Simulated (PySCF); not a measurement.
C2H9NOSi2, SMILES CC(=O)[SiH2][SiH2]N, GFN2-xTB optimised geometry. Atoms within 1.6 Å of the plane z = 0.0 Å (x, y, z in Å): C1 (-0.61, -3.00, -0.01), C2 (0.19, -1.73, 0.00), O3 (1.40, -1.73, 0.00), Si4 (-0.75, -0.05, 0.00), Si5 (0.88, 1.58, 0.17), N6 (0.00, 3.05, 0.43), H7 (-1.26, -3.01, -0.88), H8 (0.03, -3.88, -0.01), H9 (-1.25, -3.02, 0.87), H10 (-1.56, -0.07, -1.24), H11 (-1.76, -0.17, 1.06), H12 (1.73, 1.49, 1.35), H13 (1.76, 1.62, -1.01), H14 (-0.74, 3.30, -0.20), H15 (0.52, 3.88, 0.67).

Method: B3LYP/def2-TZVP (PySCF). Cells within 0.4 Å of a nucleus heavier than hydrogen are left out (blank, or x).

Map of the electron localisation function on the plane z = 0.0 Å:

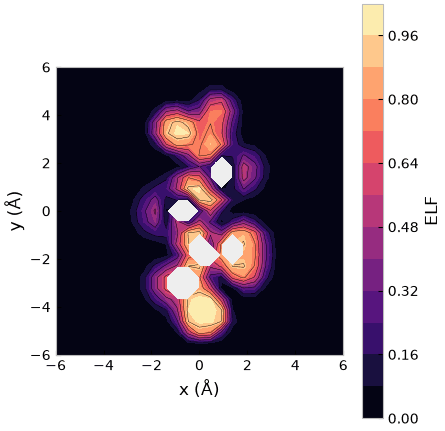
*Electron localisation function on the plane z = 0.0 Å.*
